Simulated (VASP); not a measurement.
## Al2Au: convergence with the PAW data sets and smearing

Aim: find what the PAW data sets and smearing change for Al2Au, and what they cost. The series runs use LDA. The PAW data sets tried: minimal 64: Al Au; recommended 54: Al Au; gw 64: Al_GW Au_sv_GW. The smearing tried: ISMEAR = -1, SIGMA = 0.01; ISMEAR = -1, SIGMA = 0.05; ISMEAR = -1, SIGMA = 0.1; ISMEAR = -1, SIGMA = 0.2; ISMEAR = -1, SIGMA = 0.5; ISMEAR = 1, SIGMA = 0.01; ISMEAR = 1, SIGMA = 0.05; ISMEAR = 1, SIGMA = 0.1; ISMEAR = 1, SIGMA = 0.2; ISMEAR = 1, SIGMA = 0.5; ISMEAR = -5. The start is a cell from a database of measured crystal structures.

Method: LDA; plane waves and PAW (Al, Au), in the first sound run; inputs show where later runs differ, in VASP 6.6.1.

**1. Set-up**

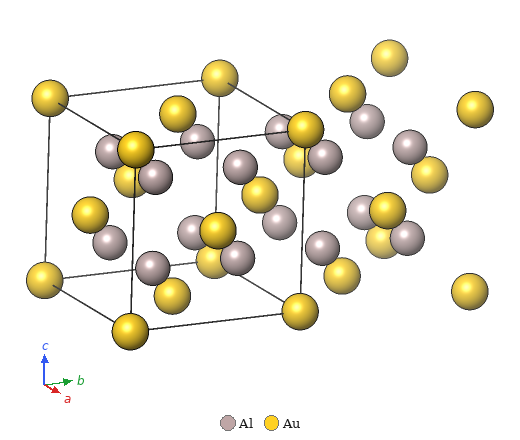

Start, viewed slightly off an axis; aluminium light grey, gold yellow. 1×2×1 cells are drawn. This picture shows the conventional cell, with its axes. Some periodic images of atoms are drawn too.

As a file:

```
Al Au
1.0
     0.00000    3.00000    3.00000
     3.00000    0.00000    3.00000
     3.00000    3.00000    0.00000
Al Au
2 1
Cartesian
  1.5000 1.5000 1.5000
  4.5000 4.5000 4.5000
  0.0000 0.0000 0.0000
```

**2. PAW data sets: minimal 64: Al Au**

Data sets differ in which electrons are valence and how hard the partial waves are. LDA, the lowest rung, knows the local density alone.

Contents of INCAR:

```
SYSTEM = Al2Au
PREC = Accurate
ENCUT = 400
EDIFF = 1E-06
NELM = 100
ISMEAR = -1
SIGMA = 0.05
LREAL = .FALSE.
ALGO = Normal
GGA = CA
NBANDS = 14
LASPH = .TRUE.
LORBIT = 11
LWAVE = .FALSE.
LCHARG = .FALSE.
KPAR = 4
ISIF = 2
```

Contents of POSCAR:

```
Al2Au
1.0
    0.0000000000      3.0000000000      3.0000000000
    3.0000000000      0.0000000000      3.0000000000
    3.0000000000      3.0000000000      0.0000000000
Al Au
2 1
Direct
    0.2500000000      0.2500000000      0.2500000000
    0.7500000000      0.7500000000      0.7500000000
    0.0000000000      0.0000000000      0.0000000000
```

Contents of KPOINTS:

```
Automatic mesh
0
Gamma
7 7 7
0 0 0
```

PAW data sets: Al and Au (PBE family, release 64).

Command:

```sh
$ mpirun -np 4 vasp_std
```

The program printed:

```text
[banner, memory and clock lines left out]
running    4 mpi-ranks, on    1 nodes
 distrk:  each k-point on    1 cores,    4 groups
 distr:  one band on    1 cores,    1 groups

 POSCAR found type information on POSCAR AlAu
 POSCAR found :  2 types and       3 ions
|                                                                             |
|               ----> ADVICE to this user running VASP <----                  |
|                                                                             |
|     You enforced a specific xc type in the INCAR file but a different       |
|     [... a line on the potential file left out ...]
|     I HOPE YOU KNOW WHAT YOU ARE DOING!                                     |
|                                                                             |

 LDA part: xc-table for (Slater(with rela. corr.)+CA(PZ))
 , standard interpolation
 POSCAR, INCAR and KPOINTS ok, starting setup
 FFT: planning ... GRIDC
 FFT: planning ... GRID_SOFT
 FFT: planning ... GRID
 WAVECAR not read
 entering main loop
       N       E                     dE             d eps       ncg     rms          rms(c)
DAV:   1     0.446521119695E+02    0.44652E+02   -0.61473E+03   584   0.816E+02
DAV:   2    -0.146328142519E+02   -0.59285E+02   -0.54736E+02   670   0.167E+02
DAV:   3    -0.159084363995E+02   -0.12756E+01   -0.12715E+01   734   0.236E+01
DAV:   4    -0.159180378661E+02   -0.96015E-02   -0.96004E-02   632   0.240E+00
DAV:   5    -0.159182027591E+02   -0.16489E-03   -0.16489E-03   748   0.325E-01    0.987E+00
DAV:   6    -0.144642008636E+02    0.14540E+01   -0.68101E+00   644   0.271E+01    0.344E+00
DAV:   7    -0.143598412606E+02    0.10436E+00   -0.32340E-01   578   0.607E+00    0.159E+00
DAV:   8    -0.143203357070E+02    0.39506E-01   -0.31673E-02   710   0.111E+00    0.402E-01
DAV:   9    -0.143183937690E+02    0.19419E-02   -0.35394E-03   668   0.618E-01    0.189E-01
DAV:  10    -0.143184100199E+02   -0.16251E-04   -0.14949E-04   698   0.948E-02    0.306E-02
DAV:  11    -0.143184034588E+02    0.65610E-05   -0.11372E-05   698   0.277E-02    0.114E-02
DAV:  12    -0.143184034250E+02    0.33842E-07   -0.78239E-07   436   0.841E-03
   1 F= -.14318403E+02 E0= -.14314306E+02  d E =-.819503E-02
```

It took 2.8 s on 4 MPI ranks of Intel Xeon 6975P-C (Granite Rapids), shared host; peak memory 0.52 GiB; 8.1 s of CPU time.

Lines that name or quote the potential files are left out of all logs, and their timing lines are given in words.

OUTCAR, selected parts (step 2):

```text
ion  position               nearest neighbor table
   1  0.250  0.250  0.250-   3 2.60   3 2.60   3 2.60   3 2.60   2 3.00   2 3.00   2 3.00   2 3.00
                             2 3.00   2 3.00
   2  0.750  0.750  0.750-   3 2.60   3 2.60   3 2.60   3 2.60   1 3.00   1 3.00   1 3.00   1 3.00
                             1 3.00   1 3.00
   3  0.000  0.000  0.000-   2 2.60   2 2.60   2 2.60   1 2.60   2 2.60   1 2.60   1 2.60   1 2.60

  LATTYP: Found a face centered cubic cell.
 ALAT       =     6.0000000000

 Subroutine GETGRP returns: Found 48 space group operations
 (whereof 48 operations were pure point group operations)

The static configuration has the point symmetry O_h .

 Found     20 irreducible k-points:

   k-points           NKPTS =     20   k-points in BZ     NKDIM =     20   number of bands    NBANDS=     14

   dimension x,y,z NGX =    28 NGY =   28 NGZ =   28
   dimension x,y,z NGXF=    56 NGYF=   56 NGZF=   56

   ENCUT  =  400.0 eV  29.40 Ry    5.42 a.u.   6.92  6.92  6.92*2*pi/ulx,y,z

   NELECT =      17.0000    total number of electrons

 k-points in reciprocal lattice and weights: Automatic mesh
   0.00000000  0.00000000  0.00000000       0.003
   0.14285714  0.00000000  0.00000000       0.023
   0.28571429  0.00000000  0.00000000       0.023
   0.42857143  0.00000000  0.00000000       0.023
   0.14285714  0.14285714  0.00000000       0.017
   0.28571429  0.14285714  0.00000000       0.070
   0.42857143  0.14285714  0.00000000       0.070
  -0.42857143  0.14285714  0.00000000       0.070
  -0.28571429  0.14285714  0.00000000       0.070
[...]
-0.42857143  0.42857143  0.14285714       0.070
  -0.28571429  0.42857143  0.14285714       0.070

 average (electrostatic) potential at core
       1 -72.4063       2 -72.4063       3 -67.4596

 E-fermi :   7.5682

 k-point     1 :       0.0000    0.0000    0.0000
  band No.  band energies     occupation
    ...
      2       0.9468      2.00000
      3       0.9468      2.00000
      4       0.9468      2.00000
      5       1.9183      2.00000
      6       1.9183      2.00000
      7       9.7089      0.00000
      8      10.5192      0.00000
      9      10.5192      0.00000
     10      10.5192      0.00000
     11      11.5007      0.00000
    ...

 k-point     2 :       0.1429    0.0000    0.0000
  band No.  band energies     occupation
    ...
      2       0.8638      2.00000
      3       1.0108      2.00000
      4       1.0108      2.00000
      5       1.9069      2.00000
      6       1.9069      2.00000
      7       7.7384      0.06432
      8       9.6983      0.00000
      9       9.6983      0.00000
     10      10.0119      0.00000
     11      12.2541      0.00000
    ...

 k-point     3 :       0.2857    0.0000    0.0000
  band No.  band energies     occupation
    ...
      3       1.1305      2.00000
      4       1.1305      2.00000
      5       1.9289      2.00000
      6       1.9289      2.00000
      7       4.8644      2.00000
      8       8.6850      0.00000
      9       8.6850      0.00000
     10      10.3829      0.00000
     11      11.7886      0.00000
     12      11.7886      0.00000
    ...

  Total       -0.6723915     -0.6723915     -0.6723915     -0.0000000     -0.0000000      0.0000000
  in kB      -19.9498219    -19.9498219    -19.9498219     -0.0000000     -0.0000000      0.0000000
  external PRESSURE =     -19.9498219 kB  Pullay stress =       0.0000000 kB

  energy-cutoff  :      400.00
  volume of cell :       54.00
      direct lattice vectors                 reciprocal lattice vectors
     0.000000000  3.000000000  3.000000000    -0.166666667  0.166666667  0.166666667
     3.000000000  0.000000000  3.000000000     0.166666667 -0.166666667  0.166666667
     3.000000000  3.000000000  0.000000000     0.166666667  0.166666667 -0.166666667

 POSITION                                       TOTAL-FORCE (eV/Angst)
 -----------------------------------------------------------------------------------
      1.50000      1.50000      1.50000         0.000000     -0.000000      0.000000
      4.50000      4.50000      4.50000        -0.000000      0.000000     -0.000000
      0.00000      0.00000      0.00000        -0.000000      0.000000     -0.000000
 -----------------------------------------------------------------------------------
    total drift:                               -0.000000     -0.000000      0.000000

  FREE ENERGIE OF THE ION-ELECTRON SYSTEM (eV)
  ---------------------------------------------------
  free  energy   TOTEN  =       -14.3184034250 eV

  energy  without entropy=      -14.3102083906  energy(sigma->0) =      -14.31430591

 total charge
# of ion       s       p       d       tot
------------------------------------------
    1        0.390   0.359   0.000   0.749
    2        0.390   0.359   0.000   0.749
    3        0.754   0.691   8.548   9.993
--------------------------------------------------
tot          1.534   1.409   8.548  11.491

[... 3 further parts left out ...]
```

This run has no spin polarisation. Its electron count is odd, so without a moment it is a metal by construction. The k-mesh is coarse for a metal. The PAW data sets were made with PBE, though LDA sets exist; this is a small mismatch.

This step gave:

```yaml
scf_cycles: 12
electrons: 17
bands: 14
irreducible_k_points: 20
symmetry_operations: 48
free_energy_toten: -14.32 eV
energy_at_zero_smearing: -14.31 eV
fermi_energy: 7.568 eV
pressure: -1.995 GPa
metallic: yes
```

The series starts at -4.7714 eV an atom and -1.99 GPa, after 12 cycles in 2.8 s.

**3. PAW data sets: recommended 54: Al Au**

INCAR is that of step 2.

POSCAR is that of step 2.

KPOINTS is that of step 2.

PAW data sets: Al and Au (PBE family, release 54).

Command:

```sh
$ mpirun -np 4 vasp_std
```

The program printed:

```text
[banner, memory and clock lines left out]
running    4 mpi-ranks, on    1 nodes
[...]
[... a notice as in an earlier step ...]

 LDA part: xc-table for (Slater(with rela. corr.)+CA(PZ))
 , standard interpolation
 POSCAR, INCAR and KPOINTS ok, starting setup
[...]
entering main loop
       N       E                     dE             d eps       ncg     rms          rms(c)
[... 12 cycles as in an earlier step ...]
   1 F= -.14318403E+02 E0= -.14314306E+02  d E =-.819503E-02
```

It took 2.4 s on 4 MPI ranks; peak memory 0.53 GiB; 7.4 s of CPU time.

Parts of OUTCAR (step 3):

```text
[... 6 parts as in an earlier step ...]

[... 1 further part left out ...]
[key lines of the parts left out:]
E-fermi :   7.5682
```

With 17 valence electrons the pressure is -1.99 GPa, +0.00 GPa from the first of the series, after 12 cycles in 2.4 s.

**4. PAW data sets: GW 64: Al GW Au sv GW**

This step: LDA; plane waves and PAW (Al_GW, Au_sv_GW) (VASP 6.6.1).

Changes to INCAR since step 3:

```diff
@@ -10,3 +10,3 @@
 GGA = CA
-NBANDS = 14
+NBANDS = 18
 LASPH = .TRUE.
```

POSCAR is that of step 3.

KPOINTS is that of step 3.

PAW data sets: Al_GW and Au_sv_GW (PBE family, release 64).

Command:

```sh
$ mpirun -np 4 vasp_std
```

The program printed:

```text
[... set-up lines as in an earlier step ...]
 entering main loop
       N       E                     dE             d eps       ncg     rms          rms(c)
DAV:   1     0.147544838664E+03    0.14754E+03   -0.12150E+04  1180   0.135E+03
DAV:   2    -0.459729521388E+01   -0.15214E+03   -0.14657E+03  1078   0.436E+02
DAV:   3    -0.179562725021E+02   -0.13359E+02   -0.13182E+02  1216   0.106E+02
DAV:   4    -0.183704756444E+02   -0.41420E+00   -0.41367E+00  1080   0.168E+01
[...]
DAV:  12    -0.137328301678E+02    0.90545E-05   -0.29230E-05  1144   0.102E-01    0.899E-03
DAV:  13    -0.137328291485E+02    0.10193E-05   -0.30686E-06   728   0.402E-02    0.363E-03
DAV:  14    -0.137328294798E+02   -0.33132E-06   -0.38909E-06   900   0.143E-02
   1 F= -.13732829E+02 E0= -.13728731E+02  d E =-.819649E-02
```

It took 4 s on 4 MPI ranks; peak memory 0.55 GiB.

OUTCAR, selected parts (step 4):

```text
  Total       -1.1736710     -1.1736710     -1.1736710      0.0000000     -0.0000000      0.0000000
  in kB      -34.8227596    -34.8227596    -34.8227596      0.0000000     -0.0000000      0.0000000
  external PRESSURE =     -34.8227596 kB  Pullay stress =       0.0000000 kB

 POSITION                                       TOTAL-FORCE (eV/Angst)
 -----------------------------------------------------------------------------------
      1.50000      1.50000      1.50000        -0.000000     -0.000000     -0.000000
      4.50000      4.50000      4.50000         0.000000      0.000000      0.000000
      0.00000      0.00000      0.00000        -0.000000      0.000000     -0.000000
 -----------------------------------------------------------------------------------
    total drift:                               -0.000000     -0.000000      0.000000

  FREE ENERGIE OF THE ION-ELECTRON SYSTEM (eV)
  ---------------------------------------------------
  free  energy   TOTEN  =       -13.7328294798 eV

  energy  without entropy=      -13.7246329851  energy(sigma->0) =      -13.72873123

[... 1 part as in an earlier step ...]

[... 2 further parts left out ...]
[key lines of the parts left out:]
E-fermi :   6.5700
```

With 25 valence electrons the pressure is -3.48 GPa, -1.49 GPa from the first of the series, after 14 cycles in 4 s.

**5. The PAW data sets series as a table**

This step: convergence of LDA results with the datasets; plane waves and PAW (VASP 6.6.1).

This step runs nothing: it gathers the runs above.

Results of the series, by row:

```
                      setting     status  pressure (GPa)  SCF cycles  wall time (s)
    minimal 64: Al Au, 400 eV  converged          -1.995          12            2.8
recommended 54: Al Au, 400 eV  converged          -1.995          12            2.4
gw 64: Al_GW Au_sv_GW, 400 eV  converged          -3.482          14              4
```

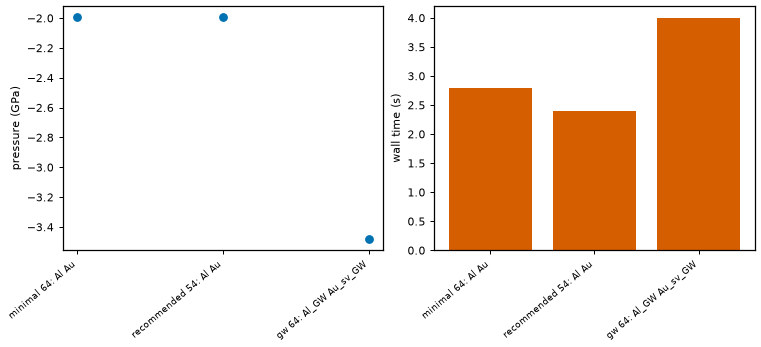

The pressure and the wall time by setting.

**6. Smearing: ISMEAR = -1, SIGMA = 0.01**

This step: LDA; plane waves and PAW (Al, Au) (VASP 6.6.1).

Smearing steadies the sum over the Fermi surface at the price of an entropy term.

Changes to INCAR since step 4:

```diff
@@ -6,3 +6,3 @@
 ISMEAR = -1
-SIGMA = 0.05
+SIGMA = 0.01
 LREAL = .FALSE.
@@ -10,3 +10,3 @@
 GGA = CA
-NBANDS = 18
+NBANDS = 14
 LASPH = .TRUE.
```

POSCAR is that of step 4.

KPOINTS is that of step 4.

PAW data sets: Al and Au (PBE family, release 64).

Command:

```sh
$ mpirun -np 4 vasp_std
```

The program printed:

```text
[... set-up lines as in an earlier step ...]
 entering main loop
       N       E                     dE             d eps       ncg     rms          rms(c)
DAV:   1     0.446568649072E+02    0.44657E+02   -0.61473E+03   584   0.816E+02
DAV:   2    -0.146270271191E+02   -0.59284E+02   -0.54845E+02   670   0.167E+02
DAV:   3    -0.159034277010E+02   -0.12764E+01   -0.12725E+01   734   0.236E+01
DAV:   4    -0.159130253168E+02   -0.95976E-02   -0.95968E-02   632   0.240E+00
DAV:   5    -0.159131901867E+02   -0.16487E-03   -0.16487E-03   748   0.325E-01    0.987E+00
DAV:   6    -0.144598520657E+02    0.14533E+01   -0.68113E+00   644   0.271E+01    0.344E+00
DAV:   7    -0.143552053374E+02    0.10465E+00   -0.32452E-01   578   0.607E+00    0.159E+00
DAV:   8    -0.143157095543E+02    0.39496E-01   -0.31951E-02   710   0.111E+00    0.401E-01
DAV:   9    -0.143137595919E+02    0.19500E-02   -0.36064E-03   668   0.625E-01    0.189E-01
DAV:  10    -0.143137752193E+02   -0.15627E-04   -0.15156E-04   698   0.948E-02    0.306E-02
DAV:  11    -0.143137687259E+02    0.64934E-05   -0.10696E-05   698   0.265E-02    0.115E-02
DAV:  12    -0.143137686766E+02    0.49297E-07   -0.77890E-07   436   0.842E-03
   1 F= -.14313769E+02 E0= -.14313289E+02  d E =-.959049E-03
```

The job ended after 2.2 s (4 MPI ranks; peak memory 0.52 GiB; 6.2 s of CPU time).

From OUTCAR (step 6):

```text
   NELECT =      17.0000    total number of electrons

 E-fermi :   7.5573

 k-point     1 :       0.0000    0.0000    0.0000
  band No.  band energies     occupation
    ...
      2       0.9468      2.00000
      3       0.9468      2.00000
      4       0.9468      2.00000
      5       1.9185      2.00000
      6       1.9185      2.00000
      7       9.7090      0.00000
      8      10.5192      0.00000
      9      10.5192      0.00000
     10      10.5192      0.00000
     11      11.5007      0.00000
    ...

  Total       -0.6726949     -0.6726949     -0.6726949      0.0000000      0.0000000      0.0000000
  in kB      -19.9588247    -19.9588247    -19.9588247      0.0000000      0.0000000      0.0000000
  external PRESSURE =     -19.9588247 kB  Pullay stress =       0.0000000 kB

 POSITION                                       TOTAL-FORCE (eV/Angst)
 -----------------------------------------------------------------------------------
      1.50000      1.50000      1.50000         0.000000      0.000000      0.000000
      4.50000      4.50000      4.50000        -0.000000     -0.000000     -0.000000
      0.00000      0.00000      0.00000         0.000000      0.000000     -0.000000
 -----------------------------------------------------------------------------------
    total drift:                               -0.000000     -0.000000      0.000000

  FREE ENERGIE OF THE ION-ELECTRON SYSTEM (eV)
  ---------------------------------------------------
  free  energy   TOTEN  =       -14.3137686766 eV

  energy  without entropy=      -14.3128096273  energy(sigma->0) =      -14.31328915

[... 9 parts as in an earlier step ...]

[... 8 further parts left out ...]
```

Numbers from this step:

| Item | Value |
| --- | --- |
| SCF cycles | 12 |
| electrons | 17 |
| bands | 14 |
| free energy (TOTEN) | -14.31 eV |
| energy at zero smearing | -14.31 eV |
| Fermi energy | 7.557 eV |
| pressure | -1.996 GPa |

The series starts at -4.7711 eV an atom and -2.00 GPa, after 12 cycles in 2.2 s. The entropy term T·S comes to 0.32 meV an atom in size.

**7. Smearing: ISMEAR = -1, SIGMA = 0.05**

Changes to INCAR since step 6:

```diff
@@ -6,3 +6,3 @@
 ISMEAR = -1
-SIGMA = 0.01
+SIGMA = 0.05
 LREAL = .FALSE.
```

POSCAR is that of step 6.

KPOINTS is that of step 6.

Command:

```sh
$ mpirun -np 4 vasp_std
```

The program printed:

```text
[... set-up lines as in an earlier step ...]
 entering main loop
       N       E                     dE             d eps       ncg     rms          rms(c)
[... 12 cycles as in an earlier step ...]
   1 F= -.14318403E+02 E0= -.14314306E+02  d E =-.819503E-02
```

Wall time 2.2 s (4 MPI ranks); peak memory 0.52 GiB; 6.5 s of CPU time.

From OUTCAR (step 7):

```text
[... 6 parts as in an earlier step ...]

[... 1 further part left out ...]
[key lines of the parts left out:]
E-fermi :   7.5682
```

Against the run before the energy at zero width moves by -0.34 meV an atom while the pressure stays within 0.01 GPa, after 12 cycles in 2.2 s. The entropy term T·S comes to 2.73 meV an atom in size.

(Part 1 of 3 ends here.)

[Lines on the potential files, build, host, timing and source positions are cut from VASP's logs without a mark.]

[Logs are printed without paths, hosts, clocks, repeated set-up lines and the standing remarks that a program may print on its own settings, such as how far it seeks lower states.]

[Hosts, paths, dates, database ids (printed as entryN), source tags and the programs' standing remarks are cut or masked in the printed files.]

[A measured line is paired with the nearest computed mode of its activity, which favours agreement.]
